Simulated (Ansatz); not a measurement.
# SiHClF2 (SMILES F[SiH](F)Cl) at MP2/6-311+G(d,p)

Aim: the electronic atomisation energy of SiHClF2 at MP2/6-311+G**, from 5 runs. 

The results are computed with Ansatz 0.2.0.

44 further runs of the same task are left out: 44 set aside as unsound or not needed. Runs told in other sessions of the task aren't counted.

## 1. Starting point

The species is SiHClF2 (5 atoms), meant as a singlet with charge 0. SMILES: `F[SiH](F)Cl`. The shape is that of a PBE0-D4/def2-TZVP optimisation.

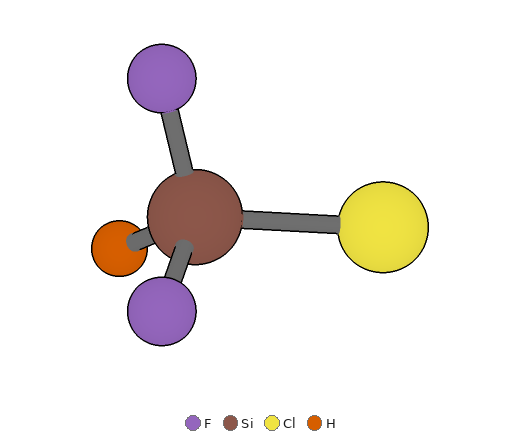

Viewed from a chosen angle; fluorine purple, silicon brown, chlorine yellow, hydrogen orange.

## 2. A single-point energy at MP2/6-311+G(d,p)

job.yaml reads:

```yaml
crystal:
  periodic: [false, false, false]
  atoms:
    - {symbol: F, position_ang: [-0.339600, -0.621400, 1.420100]}
    - {symbol: Si, position_ang: [0.095900, -0.000200, 0.037800]}
    - {symbol: F, position_ang: [-0.033500, 1.566800, 0.156500]}
    - {symbol: Cl, position_ang: [-1.157500, -0.656000, -1.401500]}
    - {symbol: H, position_ang: [1.484600, -0.363000, -0.254200]}
basis:
  gaussian: {orbitals: 6-311+G_st__st_-spherical.json}
total_charge: 0
correlation: {method: mp2, frozen_orbitals: {Cl: 5, F: 1, H: 0, Si: 5}}
accuracy: high
```

The basis set 6-311+G** is read from a file made from the Basis Set Exchange's data (not shown).

Started as:

```sh
$ ansatz run job.yaml --threads 1 --pin off --max-ram 3480MiB --events-out events.jsonl --progress --plain --runs-dir runs
```

The program printed:

```text
Warning: RAYON_NUM_THREADS=1 ignored (pool sized by the plan → 1); use --threads N
Functional definition: HF
  name "HF"
  exchange = exact_x
  correlation = 0
1916 factors; integrals over basis functions are off by at most 4.4e-9 eV
mean field evaluation 1: about -25797.9486 eV, gradient 3.7e1 eV
mean field evaluation 2: about -25798.0119 eV, gradient 3.7e1 eV
mean field evaluation 4: about -25800.3228 eV, gradient 2.0e0 eV
mean field evaluation 8: about -25800.3438 eV, gradient 1.4e-1 eV
mean field evaluation 16: about -25800.3439 eV, gradient 1.2e-8 eV
mean field -25800.34385794 eV, -948.1451486781 hartree, gradient 1.2e-8 eV, S^2 0.000000; 0 other end points of the search recorded, 0 dependent functions left out
12 core orbitals not correlated: weight in the atoms' cores, before any rotation towards them, 1.000 or more for the frozen orbitals, at most 0.000 for the correlated occupied ones
reference -25800.34385794 eV, -948.1451486781 hartree; 13, 13 occupied and 85, 85 virtual orbitals, 1916 factors
second order -17.51212091 eV of doubles, -0.00000000 eV of singles
Total energy: -25817.85597885 eV, -948.7887072515 hartree
```

Wall time 4.2 s (1 thread of Arm Neoverse V1, shared host); peak memory 0.28 GiB.

## 3. The Cl atom, same level

job.yaml reads:

```yaml
crystal:
  periodic: [false, false, false]
  atoms:
    - {symbol: Cl, position_ang: [0.000000, 0.000000, 0.000000]}
basis:
  gaussian: {orbitals: 6-311+G_st__st_-spherical.json}
magnetization: {spin_polarized: true, initial_magnetization: 1}
correlation: {method: mp2, frozen_orbitals: {Cl: 5}}
accuracy: high
```

The basis set 6-311+G** is read from a file made from the Basis Set Exchange's data (not shown).

Run the same way, it converges to -459.58616 Eh (log not shown).

## 4. The F atom

job.yaml reads:

```yaml
basis:
  gaussian:
    orbitals: 6-311+G_st__st_.json
crystal:
  periodic: [false, false, false]
  atoms:
    - symbol: F
      position_ang: [0.000000, 0.000000, 0.000000]
magnetization:
  spin_polarized: true
  initial_magnetization: 1
correlation:
  method: mp2
  frozen_orbitals: {F: 1}
accuracy: high
```

The basis set 6-311+G** is read from a file made from the Basis Set Exchange's data (not shown).

Run the same way, it converges to -99.55959 Eh (log not shown).

## 5. The H atom: a single-point energy at UHF/6-311+G(d,p)

input.yaml reads:

```yaml
basis:
  gaussian:
    orbitals: 6-311+G_st__st_.json
crystal:
  periodic: [false, false, false]
  atoms:
    - {symbol: H, position_ang: [0.000000, 0.000000, 0.000000]}
hamiltonian:
  xc: hf
accuracy: high
magnetization:
  spin_polarized: true
  initial_magnetization: 1
```

The basis set 6-311+G** is read from a file made from the Basis Set Exchange's data (not shown).

Run the same way, it converges to -0.49981 Eh (log not shown).

## 6. The Si atom, same level

in.yaml reads:

```yaml
crystal:
  periodic: [false, false, false]
  atoms:
    - {symbol: Si, position_ang: [0.000000, 0.000000, 0.000000]}
basis:
  gaussian:
    orbitals: 6-311+G_st__st_-spherical.json
total_charge: 0
magnetization:
  spin_polarized: true
  initial_magnetization: 2
correlation:
  method: mp2
  frozen_orbitals: {Si: 5}
accuracy: high
```

The basis set 6-311+G** is read from a file made from the Basis Set Exchange's data (not shown).

Run the same way, it converges to -288.89249 Eh (log not shown).

## 7. Summary of results

At MP2/6-311+G**, 12 core orbitals frozen:

```
                                              quantity          value
                                molecule: total energy  -948.78871 Eh
molecule: correlation energy (12 core orbitals frozen)     -643.6 mEh
                                 Cl atom: total energy  -459.58616 Eh
  Cl atom: correlation energy (5 core orbitals frozen)     -111.9 mEh
            Cl atom: ⟨S²⟩ of the reference determinant          0.755
                                  F atom: total energy   -99.55959 Eh
    F atom: correlation energy (1 core orbital frozen)     -159.7 mEh
             F atom: ⟨S²⟩ of the reference determinant          0.753
                                  H atom: total energy    -0.49981 Eh
                                          H atom: ⟨S²⟩          0.750
                                 Si atom: total energy  -288.89249 Eh
  Si atom: correlation energy (5 core orbitals frozen)      -42.0 mEh
            Si atom: ⟨S²⟩ of the reference determinant          2.006
                         electronic atomisation energy      18.805 eV
```

In words: Taking the molecule apart into free atoms costs 18.80 eV (1814 kJ/mol), before zero-point energy and without spin-orbit coupling.
